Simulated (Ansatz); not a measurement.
Input

```
crystal:
  periodic: [false, false, false]
  atoms:
    - {symbol: Si, position_ang: [-0.412300, 1.645507, 0.877039]}
    - {symbol: Si, position_ang: [0.228366, -2.516731, -0.593903]}
    - {symbol: H, position_ang: [-1.855139, 1.903432, 1.147726]}
    - {symbol: H, position_ang: [-0.051383, 0.356651, 1.529852]}
    - {symbol: O, position_ang: [0.542154, 2.867612, 1.443145]}
    - {symbol: H, position_ang: [0.246290, -2.278498, -2.059258]}
    - {symbol: As, position_ang: [-0.095799, 1.650603, -1.455548]}
    - {symbol: H, position_ang: [0.353563, -3.973337, -0.329778]}
    - {symbol: H, position_ang: [-1.051760, -2.022540, -0.026568]}
    - {symbol: H, position_ang: [1.362493, -1.800040, 0.041284]}
    - {symbol: H, position_ang: [0.634380, 2.956389, 2.392855]}
    - {symbol: H, position_ang: [1.131075, 0.754018, -1.364515]}
    - {symbol: H, position_ang: [-1.032140, 0.456832, -1.602233]}
basis:
  gaussian: {orbitals: def2-TZVPP}
hamiltonian: {xc: pbe0, dispersion: d4}
output: {orbitals: {seedname: orbitals}}
```

Launched as:

```sh
ansatz run in.yaml --threads 8 --pin off --events-out ev --progress --plain --max-ram 19148MiB
```

The product side of a reaction path; geometry: PBE0-D4/def2-TZVP.

Theory: RKS PBE0-D4/def2-TZVPP in Ansatz.

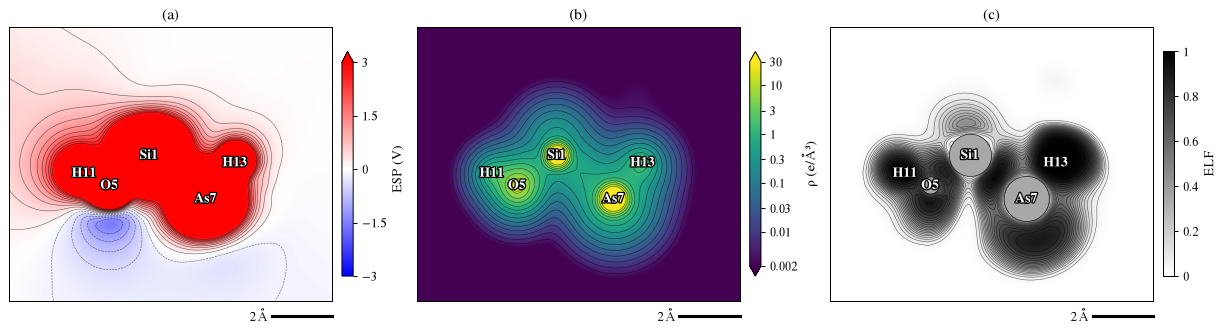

AsH$_{5}$OSi···SiH$_{4}$. (a) molecular electrostatic potential; (b) total electron density; (c) electron localisation function on the plane of atoms O5, Si1 and As7. Grey discs cover the atomic cores in the ELF map.

> Read the bonding off the picture.

Atoms in the plane: Si, O, As and H. Si–O (1.65 Å): ρ at the midpoint is about 1.2 e/Å³; the ELF peaks at about 0.85 between the atoms; a shared but strongly polarised pair. Si–As (2.35 Å): the density is about 0.67 e/Å³ at the midpoint; the ELF peaks at about 0.95 between the atoms; localised, covalent bonding. O–H (0.96 Å): ρ is about 3.8 e/Å³ halfway; the ELF climbs to about 1 towards the hydrogen, as it does in any bond to H: a covalent bond by its length. As–H (1.52 Å): the density is about 1.1 e/Å³ at the midpoint; the ELF climbs to about 1 towards the hydrogen. The ELF also peaks beside As7 and O5, away from the bonds: lone-pair regions. Outside the dense part of the complex the potential is most negative (−1.6 V) near O5.
